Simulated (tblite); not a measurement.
# C6H12BFO2: the cost of one run

Computed with tblite 0.8.0 and PySCF 2.14.0, with density-fitted response routines of our own, on a single molecule in the gas phase. Atoms count from 0, in the outputs and in this text.

## Step 1: The molecule as given

22 atoms, charge 0, multiplicity 1; geometry from: force field or distance geometry start.

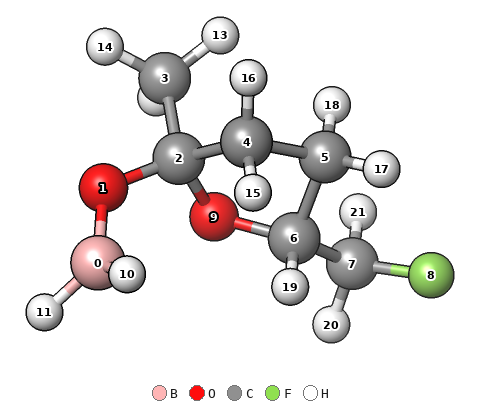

As it starts; boron pink, oxygen red, carbon grey, fluorine green, hydrogen white, atoms numbered.

## Step 2: Optimising the geometry with GFN2-xTB

The job: settings as JSON, then the geometry in Å.

```
{"job": {"kind": "relax", "xc": "GFN2-xTB", "basis": "xTB"}, "charge": 0, "multiplicity": 1}
B      2.314700     0.219700    -1.648500
O      2.179200    -0.148200    -0.286000
C      0.996600    -0.051400     0.343400
C      1.159500    -0.507400     1.774600
C      0.302900     1.288500     0.337600
C     -1.152200     0.788100     0.440300
C     -1.041800    -0.291800    -0.616500
C     -2.276800    -1.144200    -0.611500
F     -3.327400    -0.296600    -0.893400
O      0.090600    -0.961800    -0.230400
H      2.150900     1.290300    -2.119800
H      2.925800    -0.526200    -2.342800
H      0.951500    -1.609500     1.801400
H      0.426700    -0.033500     2.454000
H      2.208700    -0.376500     2.108700
H      0.305000     1.789500    -0.646600
H      0.525900     1.949700     1.172200
H     -1.856100     1.565000     0.119100
H     -1.345600     0.372400     1.443900
H     -0.865400     0.216800    -1.586300
H     -2.217900    -1.915300    -1.407700
H     -2.465200    -1.598200     0.393600
```

Run with:

```console
OMP_NUM_THREADS=1 python probes_run.py task.json out
```

The driver reads the jobs from task.json and runs them one after another.

**Question.** How long does this first job take on 1 thread of Arm Neoverse V1, shared host, and how much memory does it need?

About 1.6 s, with a peak of 0.18 GiB.
